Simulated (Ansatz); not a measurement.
**CH₉NSi: geometry relaxation (part 1 of 2)**

System: CH₉NSi.
Method: RKS PBE/6-31G* (Ansatz 0.2.0).

The input holds or restrains some coordinates. Forces given for the steps count only the free coordinates. It belongs to a series of runs on one base structure; here: pulled along the bonds that form and break, towards end A. Figures and captions count atoms from 1; the log counts them from 0 in places.

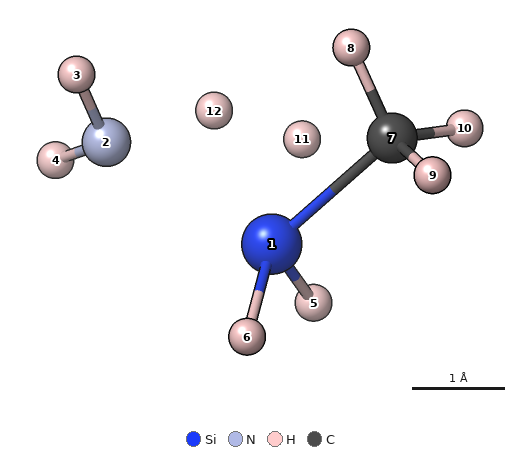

**Figure 1.** The input geometry (ball-and-stick view, seen at a tilt; atoms are numbered from 1 in the order of the input). Bond lengths as drawn: C–H 1.11 Å, C–Si 1.87 Å, H–N 1.06 Å and H–Si 1.46 Å.

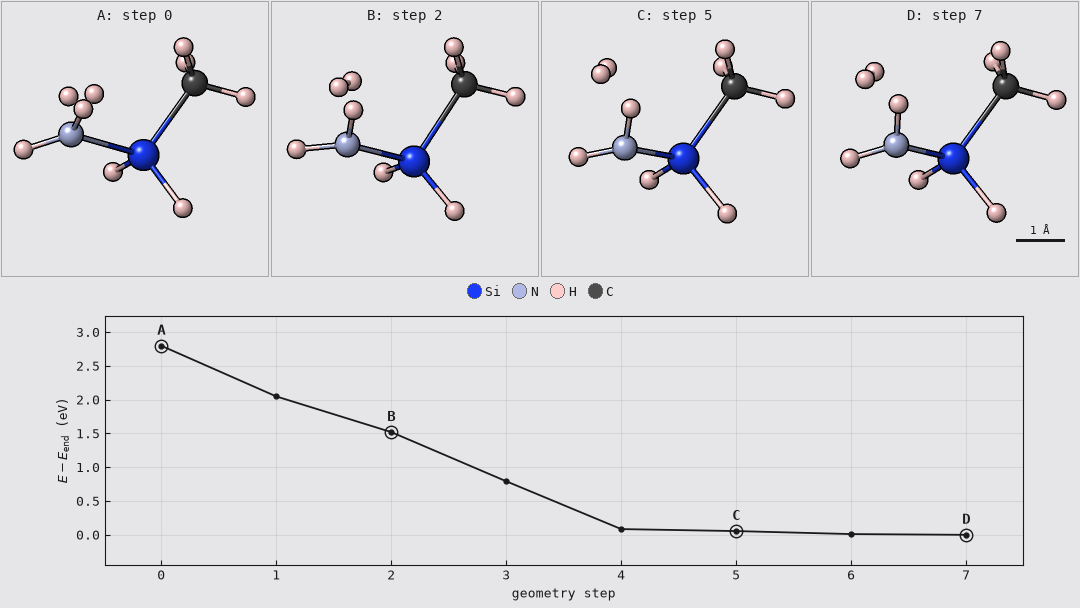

**Figure 2.** Frames of the restrained relaxation (ball-and-stick view, seen at a tilt) above the curves, on which the letters mark them (the first geometry is step 0 here and step 1 in the log).

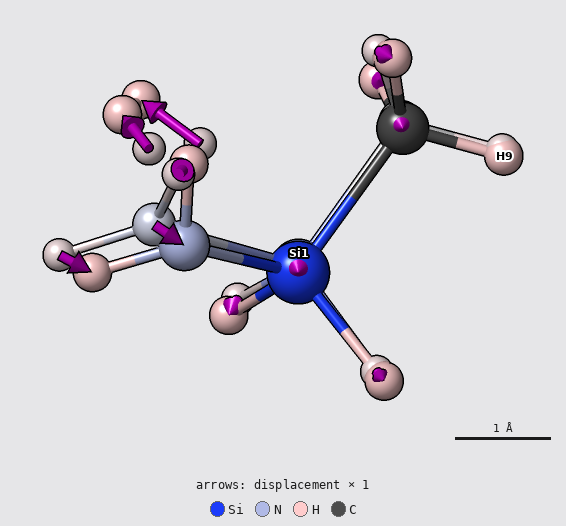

**Figure 3.** Start (faint) and end (solid) with the displacements as pink arrows, at true length (ball-and-stick view, seen at a tilt). The two geometries are laid on each other by the best rigid fit. H11 moves most after the best rigid fit: 0.82 Å. Largest moves by element: H 0.82 Å, N 0.39 Å, Si 0.20 Å, C 0.15 Å. Among the contacts that change: Si1–N2 2.170 → 1.790 Å, H11–H12 1.018 → 0.713 Å, Si1–H5 1.460 → 1.502 Å, N2–H3 1.060 → 1.020 Å. New bonds form: H11–H12 (1.02 → 0.71 Å). Among the angles that change: H3–N2–H4 120.0° → 111.0°, H5–Si1–H6 109.5° → 105.6°, H5–Si1–C7 109.5° → 113.0°. Over 7 geometry steps the energy falls by 2.798 eV. The largest force component goes from 2.3 to 1.2 eV/Å. (Atoms are counted from 1 in the order of the input.)

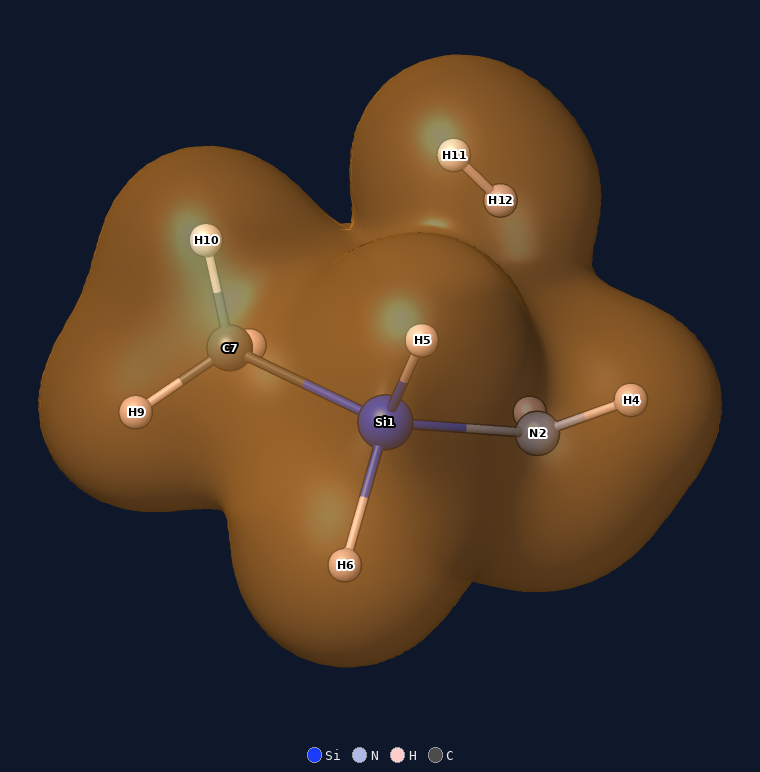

**Figure 4.** Isosurface of the electron density at 0.05 e/Å³ (orange), seen at a tilt. At this value the surface is in one piece. On the grid the lowest density along these lines, outside the cores, is 0.12 e/Å³ (Si···H, 2.52 Å), 0.75 e/Å³ (Si–N, 1.79 Å), 0.77 e/Å³ (C–Si, 1.90 Å) and 1.8 e/Å³ (H–H, 0.71 Å).

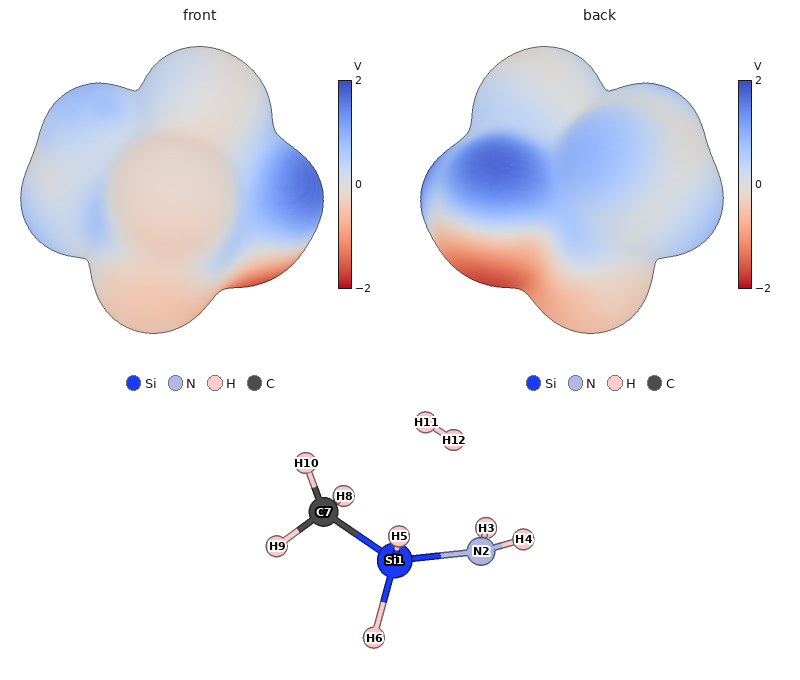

**Figure 5.** The molecular electrostatic potential painted on the density surface at 0.002 e/bohr³, seen at a tilt and from behind; the colour scale runs from red (negative) to blue (positive). The bare structure is drawn below in the same view. A positive charge is drawn to the negative regions and a negative charge to the positive ones.

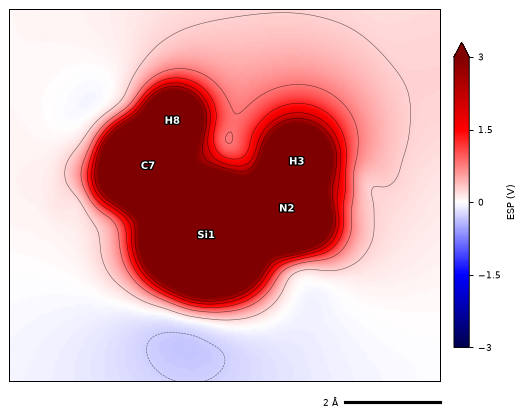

**Figure 6.** Electrostatic potential on the plane of atoms N2, Si1 and C7. Atoms in the plane: Si, N, H and C.

The input that produced these results follows, with the program's output.

## The input
```yaml
crystal:
  periodic: [false, false, false]
  atoms:
    - { symbol: Si, position_ang: [0.0, 0.0, 0.0] }
    - { symbol: "N", position_ang: [0.0, 0.0, 2.17] }
    - { symbol: H, position_ang: [-0.877, -0.2713, 2.7] }
    - { symbol: H, position_ang: [0.877, 0.2713, 2.7] }
    - { symbol: H, position_ang: [1.3768, 0.0, -0.4862] }
    - { symbol: H, position_ang: [-0.6877, 1.1914, -0.4862] }
    - { symbol: C, position_ang: [-0.8808, -1.5259, -0.6227] }
    - { symbol: H, position_ang: [-1.3804, -2.0377, 0.2261] }
    - { symbol: H, position_ang: [-1.6409, -1.2332, -1.3768] }
    - { symbol: H, position_ang: [-0.1449, -2.2146, -1.0879] }
    - { symbol: H, position_ang: [0.9186, -1.3949, 0.555] }
    - { symbol: H, position_ang: [0.7292, -1.1073, 1.5131] }
basis:
  gaussian: { orbitals: "6-31G*" }
hamiltonian:
  xc: pbe
relax:
  f_tol: 0.15
  max_steps: 25
  restrain:
    - { distance: [0, 10], at: 2.66, k: 30.0 }
    - { distance: [11, 1], at: 2.26, k: 30.0 }
    - { distance: [0, 1], at: 1.82, k: 30.0 }
    - { distance: [11, 10], at: 0.66, k: 30.0 }
output:
  orbitals: {}
```

Run as:
```bash
ansatz run input.yaml --threads 1 --pin off --max-ram 2048MiB --backend cpu --events-out ev --progress --plain --runs-dir out
```

## Output
```
The last accepted step is kept in [file] (removed where the run ends without a failure and the disk answers)
Engine: ansatz 0.2.0, x86_64-unknown-linux-gnu
Functional definition: PBE
  parameter kappa = 0.804
  parameter beta = 0.06672455060314922
  exchange = pbe_x(kappa = kappa, mu = beta*pi^2/3)
  correlation = pbe_c(beta = beta)
965 factors; their error is unknown
mean field evaluation 1: about -10528.5617 eV, gradient 7.2e1 eV
mean field evaluation 2: about -10493.2079 eV, gradient 1.3e2 eV
mean field evaluation 4: about -10539.4219 eV, gradient 9.6e0 eV
mean field evaluation 8: about -10539.5911 eV, gradient 2.2e-1 eV
mean field evaluation 16: about -10539.5912 eV, gradient 1.5e-5 eV
mean field -10539.59120985 eV, -387.3228329705 hartree, gradient 1.5e-5 eV, S^2 0.000000; 0 other end points of the search recorded, 0 dependent functions left out
the calculation of the forces begins
reference -10539.59123919 eV, -387.3228340486 hartree; 18, 18 occupied and 49, 49 virtual orbitals, 965 factors
relax step   1: F+E_penalty+E_count = -10539.59120985 eV  Δ(F+E_penalty+E_count) = +0.000e0 eV  max|allowed force component| = 2.316e0 eV/Å  E_restraint = 25.04532833 eV  max|allowed force component, restraints' pulls added| = 2.194e1 eV/Å  Δτ_max = 0.0000 Å  (26 SCF iters, accepted)
  distance Si 0 - H 10 = 1.7600 Å
  distance H 11 - N 1 = 1.4796 Å
  distance Si 0 - N 1 = 2.1700 Å
  distance H 11 - H 10 = 1.0181 Å
these checks for a lower state are left out or cut short: starts, cluster_reference, orbital_swaps, neighbouring_geometries, increment
965 factors; their error is unknown
mean field -10540.34091762 eV, -387.3503842230 hartree, gradient 1.4e-5 eV, S^2 0.000000; 0 other end points of the search recorded, 0 dependent functions left out
the calculation of the forces begins
reference -10540.34094757 eV, -387.3503853235 hartree; 18, 18 occupied and 49, 49 virtual orbitals, 965 factors
relax step   2: F+E_penalty+E_count = -10540.34091762 eV  Δ(F+E_penalty+E_count) = -7.497e-1 eV  max|allowed force component| = 3.089e0 eV/Å  E_restraint = 11.50035299 eV  max|allowed force component, restraints' pulls added| = 1.497e1 eV/Å  Δτ_max = 0.1948 Å  (33 SCF iters, accepted)
  distance Si 0 - H 10 = 2.0406 Å
  distance H 11 - N 1 = 1.7339 Å
  distance Si 0 - N 1 = 2.0999 Å
  distance H 11 - H 10 = 0.8273 Å
these checks for a lower state are left out or cut short: starts, cluster_reference, orbital_swaps, neighbouring_geometries, increment
965 factors; their error is unknown
mean field evaluation 32: about -10540.8689 eV, gradient 1.3e-5 eV
mean field -10540.86889758 eV, -387.3697871283 hartree, gradient 1.3e-5 eV, S^2 0.000000; 0 other end points of the search recorded, 0 dependent functions left out
the calculation of the forces begins
reference -10540.86892778 eV, -387.3697882383 hartree; 18, 18 occupied and 49, 49 virtual orbitals, 965 factors
relax step   3: F+E_penalty+E_count = -10540.86889758 eV  Δ(F+E_penalty+E_count) = -5.280e-1 eV  max|allowed force component| = 3.983e0 eV/Å  E_restraint = 2.87551535 eV  max|allowed force component, restraints' pulls added| = 9.299e0 eV/Å  Δτ_max = 0.1946 Å  (33 SCF iters, accepted)
  distance Si 0 - H 10 = 2.3189 Å
  distance H 11 - N 1 = 2.0394 Å
  distance Si 0 - N 1 = 1.9778 Å
  distance H 11 - H 10 = 0.7022 Å
these checks for a lower state are left out or cut short: starts, cluster_reference, orbital_swaps, neighbouring_geometries, increment
965 factors; their error is unknown
mean field -10541.59685605 eV, -387.3965391088 hartree, gradient 2.1e-5 eV, S^2 0.000000; 0 other end points of the search recorded, 0 dependent functions left out
the calculation of the forces begins
reference -10541.59688603 eV, -387.3965402106 hartree; 18, 18 occupied and 49, 49 virtual orbitals, 965 factors
relax step   4: F+E_penalty+E_count = -10541.59685605 eV  Δ(F+E_penalty+E_count) = -7.280e-1 eV  max|allowed force component| = 2.513e0 eV/Å  E_restraint = 0.38306943 eV  max|allowed force component, restraints' pulls added| = 4.207e0 eV/Å  Δτ_max = 0.1948 Å  (27 SCF iters, accepted)
  distance Si 0 - H 10 = 2.5223 Å
  distance H 11 - N 1 = 2.2050 Å
  distance Si 0 - N 1 = 1.8631 Å
  distance H 11 - H 10 = 0.7012 Å
these checks for a lower state are left out or cut short: starts, cluster_reference, orbital_swaps, neighbouring_geometries, increment
965 factors; their error is unknown
mean field -10542.30467827 eV, -387.4225510957 hartree, gradient 1.4e-5 eV, S^2 0.000000; 0 other end points of the search recorded, 0 dependent functions left out
the calculation of the forces begins
reference -10542.30470785 eV, -387.4225521826 hartree; 18, 18 occupied and 49, 49 virtual orbitals, 965 factors
relax step   5: F+E_penalty+E_count = -10542.30467827 eV  Δ(F+E_penalty+E_count) = -7.078e-1 eV  max|allowed force component| = 1.239e0 eV/Å  E_restraint = 0.05766613 eV  max|allowed force component, restraints' pulls added| = 1.114e0 eV/Å  Δτ_max = 0.1963 Å  (28 SCF iters, accepted)
  distance Si 0 - H 10 = 2.6625 Å
  distance H 11 - N 1 = 2.2798 Å
  distance Si 0 - N 1 = 1.7935 Å
  distance H 11 - H 10 = 0.7124 Å
these checks for a lower state are left out or cut short: starts, cluster_reference, orbital_swaps, neighbouring_geometries, increment
965 factors; their error is unknown
mean field -10542.33412962 eV, -387.4236334127 hartree, gradient 1.4e-5 eV, S^2 0.000000; 0 other end points of the search recorded, 0 dependent functions left out
the calculation of the forces begins
reference -10542.33415902 eV, -387.4236344931 hartree; 18, 18 occupied and 49, 49 virtual orbitals, 965 factors
```
